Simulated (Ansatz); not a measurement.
Starting cell, AlN (wurtzite):

```
AlN
1.0
    6.26060     0.00000     0.00000
   -1.56515     2.71092     0.00000
    0.00000     0.00000     5.01801
Al N
4 4
Direct
  0.33333   0.33333   0.00337
  0.83333   0.33333   0.00337
  0.16667   0.66667   0.50337
  0.66667   0.66667   0.50337
  0.33333   0.33333   0.62183
  0.83333   0.33333   0.62183
  0.16667   0.66667   0.12183
  0.66667   0.66667   0.12183
```

The atoms are displaced by Q × the pattern below (from a DFPT mode at M = (0.5, 0.0, 0.0), largest move 1; Q in Å), at fixed cell. (q is in reciprocal vectors of the primitive cell; the cell shown is doubled to hold the pattern.)

| atom | x | y | z |
|---|---|---|---|
| Al1 | -0.218 | -0.126 | -0.153 |
| Al2 | 0.218 | 0.126 | 0.153 |
| Al3 | 0.218 | 0.126 | -0.153 |
| Al4 | -0.218 | -0.126 | 0.153 |
| N5 | 0.859 | 0.496 | 0.124 |
| N6 | -0.859 | -0.496 | -0.124 |
| N7 | -0.859 | -0.496 | 0.124 |
| N8 | 0.859 | 0.496 | -0.124 |

All values below come from PBE (plane waves to 420 eV, PAW, scalar-relativistic; Ansatz, an electronic-structure program). k mesh 6×12×7 (Γ-centred), Fermi-Dirac smearing 0.05 eV. The energy includes the smearing's −TS. AlN was relaxed with its symmetry unable to fall. ΔE is measured from the undisplaced structure.

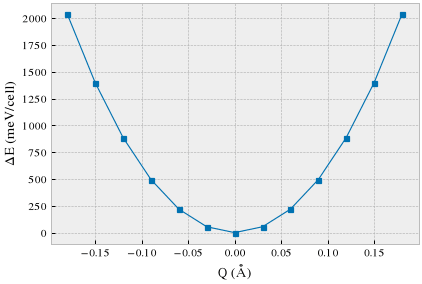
*ΔE (meV/cell) against Q (Å); computed points joined by lines.*

Task: What is the energy change at Q = 0.180 Å?

Result: About 2000 meV/cell.

Task: What harmonic wavenumber does the curvature at Q = 0 give?

Result: About 710 cm⁻¹.

(A displaced cell: forces are minus the slopes of the energy, force constants its curvatures, and phonons follow from these.)
